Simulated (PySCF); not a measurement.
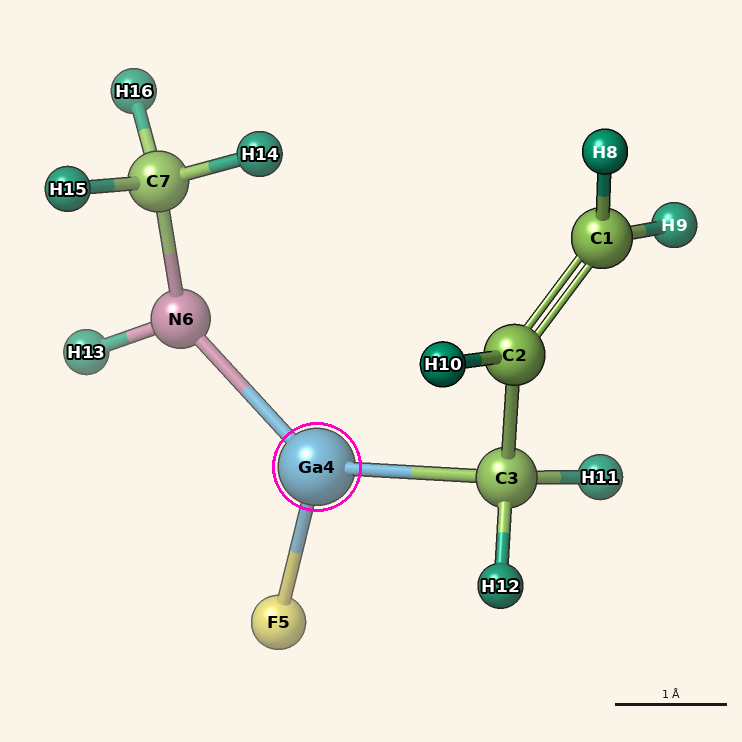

Orthographic view. Distant atoms are faded towards the background colour. Computed geometry: GFN2-xTB optimisation. No frequency run is at hand to confirm it as a minimum.

### Name the neighbours of the circled atom.

The circled atom is Ga4; it is bonded to C3, F5, N6.

### What is the shortest path along bonds from the circled atom to H15?

Ga4–N6–C7–H15, 3 bonds; through space the two are 3.55 Å apart.

### Of C1 and H9, which is nearer the viewer?

C1; the bond to H9 points away from the viewer, so it looks shorter than its 1.08 Å.
